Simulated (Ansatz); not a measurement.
The starting structures come from a database of crystals and need not be the phases stable at ambient conditions.

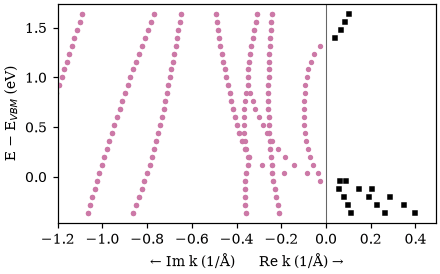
Fig. 1. Complex bands at the centre of the two-dimensional zone; PBEsol (Ansatz, a first-principles code)

The gap is the functional's own. No spin-orbit coupling. Mid-gap values are interpolated on the energy grid.

**Question.** This is MgCdTe$_{2}$ (P-4m2, not sure to be the ambient phase, 4 atoms a cell, 34.5 Å³ an atom) along the normal of (111). Read off the slowest decay at the centre of the two-dimensional zone at 0.68 eV, the computed energy nearest the middle of the gap.

**Answer.** κ ≈ 0.10 1/Å, a decay length 1/(2κ) of the density of 5.0 Å.
